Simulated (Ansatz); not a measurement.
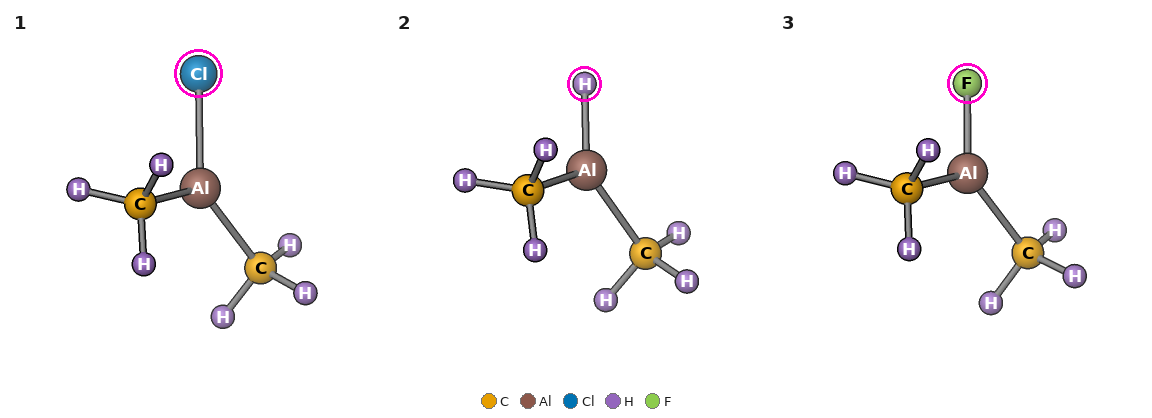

3 molecules with one skeleton, seen from the same side and at one scale; the atom that differs is circled. Each species is neutral and a spin singlet. Computed geometries: PBE0-D4/def2-TZVP optimisations, one conformation each. Properties computed with Ansatz 0.2.0.

One atom differs, called X below: Cl in panel 1, H in panel 2, F in panel 3. Their formulas are C2H6AlCl (`[CH3][Al]([CH3])[Cl]`), C2H7Al (`[CH3][AlH][CH3]`), C2H6AlF (`[CH3][Al]([CH3])[F]`).

Rank them by the HOMO–LUMO gap, lowest first (B3LYP-D4/def2-TZVPP).

Answer. 2 (H), 1 (Cl), 3 (F).

Rank them by the length of X–Al, lowest first (PBE0-D4/def2-TZVP).

Answer. 2 (H), 3 (F), 1 (Cl).

Give the values. With PBE0-D4/def2-TZVP: length of X–Al (Å), mean angle C–Al–X (°). With B3LYP-D4/def2-TZVPP: dipole moment (D), HOMO energy (Kohn–Sham orbital) (eV), HOMO–LUMO gap (eV).

| quantity | 1 (Cl) | 2 (H) | 3 (F) |
| --- | --- | --- | --- |
| length of X–Al (Å) | 2.114 | 1.595 | 1.659 |
| mean angle C–Al–X (°) | 117.1 | 119.4 | 116.8 |
| dipole moment (D) | 2.03 | 0.66 | 1.87 |
| HOMO energy (Kohn–Sham orbital) (eV) | −7.68 | −7.54 | −7.70 |
| HOMO–LUMO gap (eV) | 6.83 | 6.47 | 7.17 |
